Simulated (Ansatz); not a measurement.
# CH6BF2NSi: two geometries relaxed

Aim: relax the geometries before and after the inversion of the pyramid at N5, and see whether they are two minima and how far apart in energy. SMILES of the start: BC(F)[SiH](N)F.

All numbers below are computed with Ansatz 0.2.0 (RKS r2SCANh-D4/def2-SVP).

## (1) The system as given

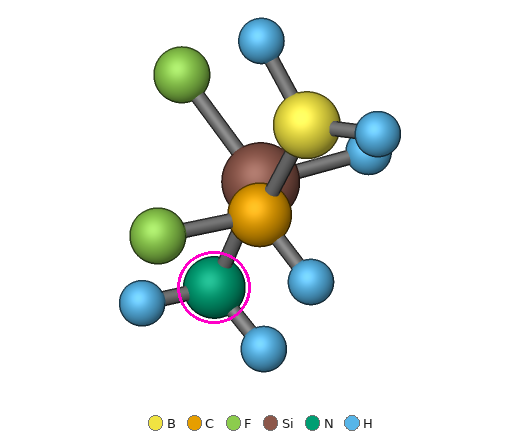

The starting structure, seen from a free direction (boron yellow, carbon amber, fluorine green, silicon brown, nitrogen teal, hydrogen blue). Ringed: N5.

As a file:

```xyz
12

B    -1.8258   -0.5922    0.6796
C    -0.5995   -0.5863   -0.2725
F    -0.9958   -0.2513   -1.5758
Si    0.7545    0.6460    0.3425
N     2.1436    0.5411   -0.7006
F     0.0478    2.2137    0.2888
H    -2.4751    0.4498    0.7848
H    -2.1741   -1.5037    1.2385
H    -0.1552   -1.5864   -0.2215
H     1.0452    0.3054    1.7558
H     1.8246    0.7446   -1.6408
H     2.4866   -0.4358   -0.6447
```

## (2) End point A

The input, input.yaml:

```yaml
crystal:
  periodic: [false, false, false]
  atoms:
    - { symbol: B, position_ang: [-1.8258, -0.5922, 0.6796] }
    - { symbol: C, position_ang: [-0.5995, -0.5863, -0.2725] }
    - { symbol: F, position_ang: [-0.9958, -0.2513, -1.5758] }
    - { symbol: Si, position_ang: [0.7545, 0.646, 0.3425] }
    - { symbol: "N", position_ang: [2.1436, 0.5411, -0.7006] }
    - { symbol: F, position_ang: [0.0478, 2.2137, 0.2888] }
    - { symbol: H, position_ang: [-2.4751, 0.4498, 0.7848] }
    - { symbol: H, position_ang: [-2.1741, -1.5037, 1.2385] }
    - { symbol: H, position_ang: [-0.1552, -1.5864, -0.2215] }
    - { symbol: H, position_ang: [1.0452, 0.3054, 1.7558] }
    - { symbol: H, position_ang: [1.8246, 0.7446, -1.6408] }
    - { symbol: H, position_ang: [2.4866, -0.4358, -0.6447] }
basis:
  gaussian: { orbitals: def2-SVP }
hamiltonian:
  xc: r2scanh
  dispersion: d4
relax:
  f_tol: 0.015
  max_steps: 40
```

Run with:

```
$ ansatz run input.yaml --threads 2 --pin off --max-ram 3072MiB --backend cpu --events-out ev --progress --plain --runs-dir out
```

Output (excerpt; [...] marks lines left out):

```text
Warning: RAYON_NUM_THREADS=2 ignored (pool sized by the plan → 2); use --threads N
[...]
Functional definition: r2SCANh
[...]
1262 factors; integrals over basis functions are off by at most 5.5e-4 eV
[...]
mean field -16598.41392727 eV, -609.9804610183 hartree, gradient 8.7e-5 eV, S^2 0.000000; 0 other end points of the search recorded, 0 dependent functions left out
[...]
reference -16598.41393669 eV, -609.9804613642 hartree; 28, 28 occupied and 90, 90 virtual orbitals, 1262 factors
relax step   1: F+E_penalty+E_count = -16598.48023964 eV  Δ(F+E_penalty+E_count) = +0.000e0 eV  max|allowed force component| = 2.784e0 eV/Å  Δτ_max = 0.0000 Å  (25 SCF iters, accepted)
[...]
relax step   3: F+E_penalty+E_count = -16599.08076181 eV  Δ(F+E_penalty+E_count) = -1.697e-1 eV  max|allowed force component| = 7.870e-1 eV/Å  Δτ_max = 0.1987 Å  (28 SCF iters, accepted)
[...]
relax step   5: F+E_penalty+E_count = -16599.32703636 eV  Δ(F+E_penalty+E_count) = -8.526e-2 eV  max|allowed force component| = 2.503e-1 eV/Å  Δτ_max = 0.1998 Å  (28 SCF iters, accepted)
[...]
relax step   7: F+E_penalty+E_count = -16599.40635253 eV  Δ(F+E_penalty+E_count) = -3.641e-2 eV  max|allowed force component| = 3.165e-1 eV/Å  Δτ_max = 0.1113 Å  (27 SCF iters, accepted)
[...]
relax step   9: F+E_penalty+E_count = -16599.45055919 eV  Δ(F+E_penalty+E_count) = -1.752e-2 eV  max|allowed force component| = 8.208e-1 eV/Å  Δτ_max = 0.1910 Å  (27 SCF iters, accepted)
[...]
relax step  10: F+E_penalty+E_count = -16599.47378733 eV  Δ(F+E_penalty+E_count) = -2.323e-2 eV  max|allowed force component| = 4.038e-1 eV/Å  Δτ_max = 0.1040 Å  (27 SCF iters, accepted)
[...]
relax step  11: F+E_penalty+E_count = -16599.46791439 eV  Δ(F+E_penalty+E_count) = +5.873e-3 eV  max|allowed force component| = 1.522e0 eV/Å  Δτ_max = 0.1953 Å  (27 SCF iters, rejected (line search))
[...]
1262 factors; integrals over basis functions are off by at most 5.3e-4 eV
mean field -16599.42192022 eV, -610.0175040757 hartree, gradient 1.3e-5 eV, S^2 0.000000; 0 other end points of the search recorded, 0 dependent functions left out
[...]
reference -16599.42193008 eV, -610.0175044381 hartree; 28, 28 occupied and 90, 90 virtual orbitals, 1262 factors
```

## (3) The log goes on: end point A relaxed

The log, continued (excerpt; [...] marks lines left out):

```text
relax step  12: F+E_penalty+E_count = -16599.48885324 eV  Δ(F+E_penalty+E_count) = -1.507e-2 eV  max|allowed force component| = 1.422e-1 eV/Å  Δτ_max = 0.0975 Å  (28 SCF iters, accepted)
[...]
relax step  14: F+E_penalty+E_count = -16599.51093899 eV  Δ(F+E_penalty+E_count) = -1.394e-2 eV  max|allowed force component| = 9.571e-2 eV/Å  Δτ_max = 0.1500 Å  (27 SCF iters, accepted)
[...]
relax step  16: F+E_penalty+E_count = -16599.51363603 eV  Δ(F+E_penalty+E_count) = -2.697e-3 eV  max|allowed force component| = 1.200e-1 eV/Å  Δτ_max = 0.0632 Å  (25 SCF iters, accepted)
[...]
relax step  18: F+E_penalty+E_count = -16599.51412693 eV  Δ(F+E_penalty+E_count) = -4.909e-4 eV  max|allowed force component| = 4.079e-2 eV/Å  Δτ_max = 0.0108 Å  (27 SCF iters, accepted)
[...]
Atom 2 at    -0.683982    -0.479685    -1.653784 Å, force     0.003834     0.000378     0.002377 eV/Å
Atom 3 at     0.778165     0.255631     0.470148 Å, force    -0.005359     0.001792     0.005124 eV/Å
Atom 4 at     1.871920     0.451198    -0.808507 Å, force    -0.001660    -0.000795    -0.009189 eV/Å
Atom 5 at     0.122532     1.649761     1.027091 Å, force     0.003508    -0.003213     0.000203 eV/Å
Atom 6 at    -2.746025     0.443883     0.013146 Å, force     0.006575    -0.003626     0.001424 eV/Å
Atom 7 at    -1.956319    -0.551617     1.678616 Å, force    -0.003601    -0.002138    -0.000699 eV/Å
Atom 8 at    -0.430895    -1.798304    -0.106580 Å, force    -0.001523     0.001079    -0.000975 eV/Å
Atom 9 at     1.396570    -0.373420     1.657542 Å, force    -0.005529     0.000891    -0.001780 eV/Å
Atom 10 at     1.508886     0.478612    -1.754555 Å, force     0.001174     0.001589    -0.004562 eV/Å
Atom 11 at     2.794983     0.855212    -0.724987 Å, force     0.000163     0.002216     0.003302 eV/Å
Dipole moment:     0.414678    -0.198805    -0.050980 e Å
```

Wall time 39 s (2 threads of AMD EPYC 9B45 (Zen 5), shared host); peak memory 0.32 GiB.

Step by step:

| step | energy from step 1 (eV) | largest force component (eV/Å) |
| --- | --- | --- |
| 1 | 0.0000 | 2.7840 |
| 2 | -0.4309 | 1.5714 |
| 3 | -0.6005 | 0.7870 |
| 4 | -0.7615 | 0.4783 |
| 5 | -0.8468 | 0.2503 |
| 6 | -0.8897 | 0.4654 |
| 7 | -0.9261 | 0.3165 |
| 8 | -0.9528 | 0.5615 |
| 9 | -0.9703 | 0.8208 |
| 10 | -0.9935 | 0.4038 |
| 11x | -0.9877 | 1.5224 |
| 12 | -1.0086 | 0.1422 |
| 13 | -1.0168 | 0.5816 |
| 14 | -1.0307 | 0.0957 |
| 15x | -1.0251 | 0.3235 |
| 16 | -1.0334 | 0.1200 |
| 17x | -1.0331 | 0.1035 |
| 18 | -1.0339 | 0.0408 |
| 19 | -1.0341 | 0.0314 |
| 20 | -1.0343 | 0.0092 |

Step 1 is the start. 3 steps were tried and not accepted (marked x).

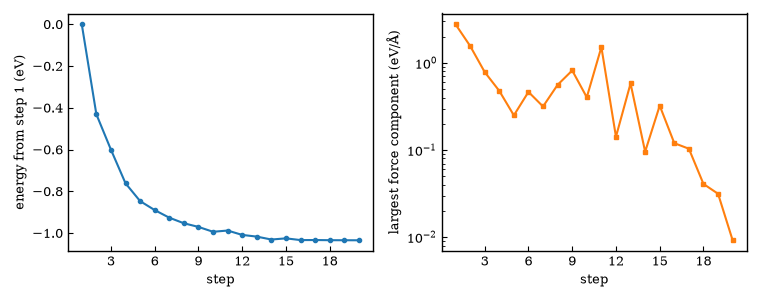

How energy and force went from step to step.

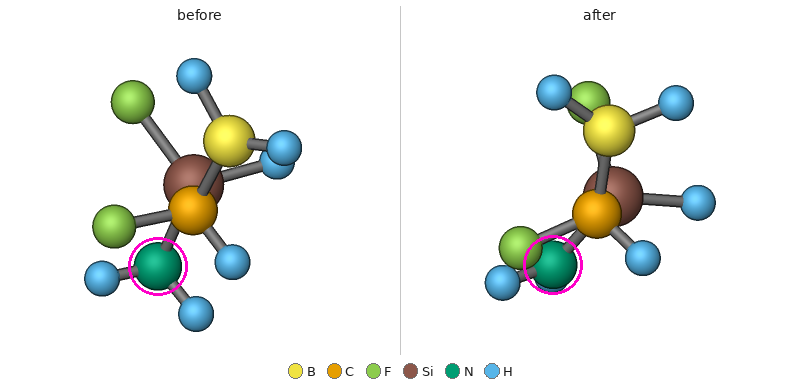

Before and after, at one scale.

After: Bond lengths: B1–C2 1.533 Å, C2–F3 1.402 Å, C2–Si4 1.910 Å, Si4–N5 1.694 Å, Si4–F6 1.638 Å, B1–H7 1.202 Å, B1–H8 1.207 Å, C2–H9 1.106 Å, Si4–H10 1.479 Å, N5–H11 1.014 Å, N5–H12 1.011 Å. Angles (14 of 18 angles, heavy atoms first): B1–C2–F3 116.3°, B1–C2–Si4 104.3°, F3–C2–Si4 107.1°, C2–Si4–N5 104.9°, C2–Si4–F6 105.6°, N5–Si4–F6 114.6°, B1–C2–H9 113.7°, F3–C2–H9 109.0°, Si4–C2–H9 105.7°, C2–B1–H7 122.0°, C2–B1–H8 117.0°, C2–Si4–H10 114.3°, N5–Si4–H10 112.6°, F6–Si4–H10 104.9°.

## (4) Relaxing end B

The second end starts from a geometry with the move made by hand.

input.yaml, as its differences from that of step 2:

```diff
@@ -13,4 +13,4 @@
     - { symbol: H, position_ang: [1.0452, 0.3054, 1.7558] }
-    - { symbol: H, position_ang: [1.8246, 0.7446, -1.6408] }
-    - { symbol: H, position_ang: [2.4866, -0.4358, -0.6447] }
+    - { symbol: H, position_ang: [2.25571, 1.44868, -1.13749] }
+    - { symbol: H, position_ang: [2.95862, 0.33509, -0.09363] }
 basis:
```

Run with:

```
$ ansatz run input.yaml --threads 2 --pin off --max-ram 3072MiB --backend cpu --events-out ev --progress --plain --runs-dir out
```

Output (excerpt; [...] marks lines left out):

```text
Warning: RAYON_NUM_THREADS=2 ignored (pool sized by the plan → 2); use --threads N
[...]
[... 1 set-up line as earlier in the session ...]
[...]
1260 factors; integrals over basis functions are off by at most 5.4e-4 eV
[...]
mean field -16598.40336768 eV, -609.9800729602 hartree, gradient 7.3e-5 eV, S^2 0.000000; 0 other end points of the search recorded, 0 dependent functions left out
[...]
reference -16598.40337724 eV, -609.9800733118 hartree; 28, 28 occupied and 90, 90 virtual orbitals, 1260 factors
relax step   1: F+E_penalty+E_count = -16598.46913377 eV  Δ(F+E_penalty+E_count) = +0.000e0 eV  max|allowed force component| = 2.812e0 eV/Å  Δτ_max = 0.0000 Å  (26 SCF iters, accepted)
[...]
relax step   5: F+E_penalty+E_count = -16599.31289309 eV  Δ(F+E_penalty+E_count) = -1.018e-1 eV  max|allowed force component| = 3.558e-1 eV/Å  Δτ_max = 0.1999 Å  (27 SCF iters, accepted)
[...]
Atom 2 at    -0.470980    -0.290873    -1.633163 Å, force    -0.001061    -0.003109     0.003397 eV/Å
Atom 3 at     0.800210     0.399410     0.620784 Å, force    -0.004108    -0.001549     0.002115 eV/Å
Atom 4 at     1.959416     0.742946    -0.566011 Å, force     0.007255     0.004195     0.005954 eV/Å
Atom 5 at     0.012982     1.710697     1.207251 Å, force     0.003222     0.003803     0.002955 eV/Å
Atom 6 at    -2.686089     0.390355    -0.049330 Å, force    -0.001113    -0.005723    -0.000431 eV/Å
Atom 7 at    -1.939733    -0.668755     1.597276 Å, force    -0.000748     0.002481    -0.010431 eV/Å
Atom 8 at    -0.220891    -1.690160    -0.157636 Å, force    -0.001098    -0.001822    -0.002124 eV/Å
Atom 9 at     1.382282    -0.257448     1.811018 Å, force     0.003055    -0.002042     0.000503 eV/Å
Atom 10 at     1.659064     0.813947    -1.531474 Å, force    -0.002141    -0.001228    -0.005262 eV/Å
Atom 11 at     2.848002     1.193290    -0.391999 Å, force    -0.007411    -0.000309    -0.000744 eV/Å
Dipole moment:     0.433868    -0.168123    -0.033604 e Å
```

Wall time 34 s (2 threads of AMD EPYC 9B45 (Zen 5), shared host); peak memory 0.32 GiB.

Step by step:

| step | energy from step 1 (eV) | largest force component (eV/Å) |
| --- | --- | --- |
| 1 | 0.0000 | 2.8119 |
| 2 | -0.4178 | 1.4462 |
| 3 | -0.5624 | 0.7570 |
| 4 | -0.7419 | 0.5452 |
| 5 | -0.8438 | 0.3558 |
| 6 | -0.9298 | 0.2733 |
| 7 | -0.9840 | 0.1896 |
| 8 | -0.9904 | 1.2608 |
| 9x | -0.9876 | 1.5657 |
| 10 | -1.0194 | 0.6731 |
| 11 | -1.0353 | 0.1906 |
| 12 | -1.0388 | 0.3084 |
| 13x | -1.0311 | 0.4207 |
| 14 | -1.0440 | 0.1149 |
| 15 | -1.0449 | 0.0582 |
| 16x | -1.0444 | 0.0413 |
| 17 | -1.0454 | 0.0104 |

Step 1 is the start. 3 steps were tried and not accepted (marked x).

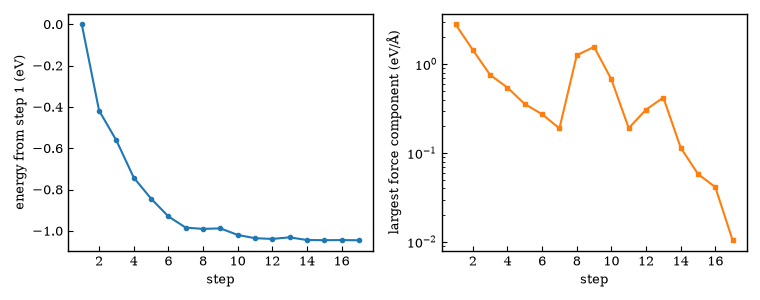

Energy and largest force along the relaxation.

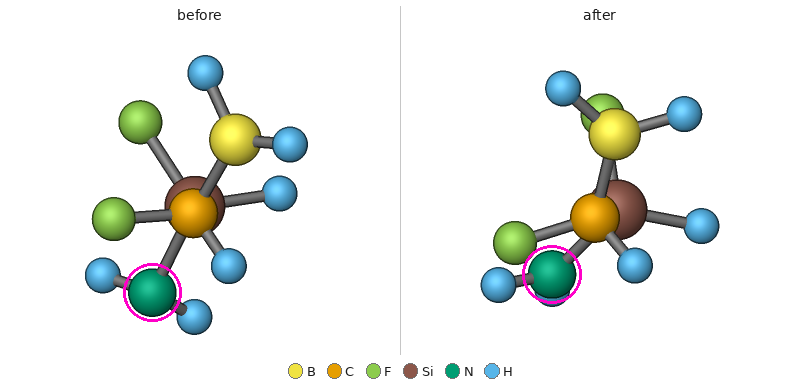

Before and after, at one scale.

After: Bond lengths: B1–C2 1.533 Å, C2–F3 1.402 Å, C2–Si4 1.910 Å, Si4–N5 1.694 Å, Si4–F6 1.638 Å, B1–H7 1.202 Å, B1–H8 1.207 Å, C2–H9 1.106 Å, Si4–H10 1.479 Å, N5–H11 1.014 Å, N5–H12 1.011 Å. Angles (14 of 18 angles, heavy atoms first): B1–C2–F3 116.3°, B1–C2–Si4 104.2°, F3–C2–Si4 106.9°, C2–Si4–N5 105.0°, C2–Si4–F6 105.5°, N5–Si4–F6 114.7°, B1–C2–H9 113.8°, F3–C2–H9 109.0°, Si4–C2–H9 105.7°, C2–B1–H7 122.0°, C2–B1–H8 117.1°, C2–Si4–H10 114.3°, N5–Si4–H10 112.6°, F6–Si4–H10 104.9°.

## (5) Summary of results

```
                           quantity                     value
                              end A  16 moves, 1.034 eV lower
                              end B  13 moves, 1.045 eV lower
largest difference between the ends                    0.01 Å
            end B relative to end A                 +0.000 eV
```

What this shows: The two relaxations end at one structure, within 0.01 Å: no second minimum was found from this start, which doesn't rule one out.
